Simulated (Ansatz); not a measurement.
ClFH3SbSi (SMILES [F][Sb]([SiH3])[Cl])

Input file:

```
crystal:
  periodic: [false, false, false]
  atoms:
    - symbol: Cl
      position_ang: [0.521375, -1.376548, 2.249570]
    - symbol: F
      position_ang: [-1.353582, -2.016778, -0.370988]
    - symbol: Sb
      position_ang: [-1.316369, -0.592181, 0.953423]
    - symbol: Si
      position_ang: [0.324399, 0.789673, -0.519580]
    - symbol: H
      position_ang: [1.395250, -0.138074, -0.979708]
    - symbol: H
      position_ang: [0.895224, 1.894301, 0.308942]
    - symbol: H
      position_ang: [-0.404997, 1.371507, -1.687460]
basis:
  gaussian:
    orbitals: def2-TZVPD
hamiltonian:
  xc: {name: PBE0}
output:
  forces: true
  orbitals: {seedname: orbitals}
```

Launched as:

```sh
ansatz run input.yaml --threads 2 --pin off --max-ram 5220MiB --events-out events.jsonl --progress --plain --runs-dir runs
```

Geometry: PBE0-D4/def2-SVP; core potentials replace the inner electrons of Sb.

All numbers below come from Ansatz, isolated molecule in a Gaussian basis; Kohn-Sham density functional theory, functional PBE0.

What can the converged electron density and electron localisation function tell about the bonding?

Sb–Cl (2.38 Å): ρ is about 0.59 e/Å³ halfway; the ELF peaks at about 0.80 in the valence shell of Cl, 0.8 Å from its nucleus, and drops to about 0.20 between the two atoms.
Si–Sb (2.60 Å): the density is about 0.54 e/Å³ at the midpoint; the ELF peaks at about 0.95 between the atoms (a covalent bond).
Si–H (1.49 Å): ρ is about 0.79 e/Å³ halfway; the ELF climbs to about 1 towards the hydrogen, as it does in any bond to H.

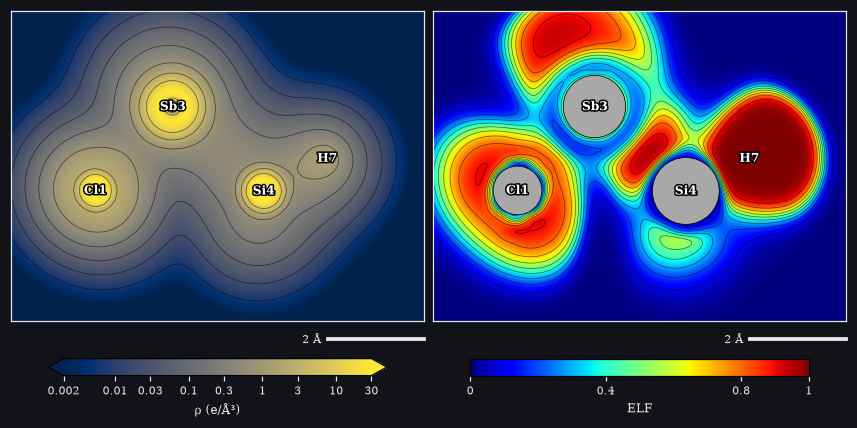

Computed electron density and electron localisation function on the plane of atoms Cl1, Sb3 and Si4, in this order. Grey discs cover the atomic cores in the ELF map. 
